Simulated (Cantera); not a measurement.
Feed: 1 mol Al₂O₃, 0.2 mol N₂, at 80.0 mbar.

Cantera equilibrium calculation (NASA polynomials, part measured and part estimated; ideal gas, pure solids and liquids). Candidate condensed phases: Al, AlN, Al₂O₃; 16 gas species. Equilibrium is a limit: real reactors are often held back by kinetics, nucleation or transport.

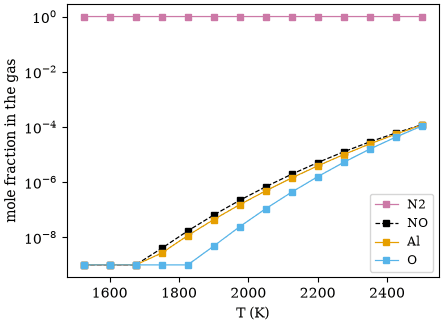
Figure. Equilibrium gas composition (values under 1e-9 drawn at 1e-9)

Problem. Read off the mole fractions at 2425 K.

Solution. N₂ about 1.00, NO about 6.0e-5, Al about 5.5e-5, O about 4.3e-5.
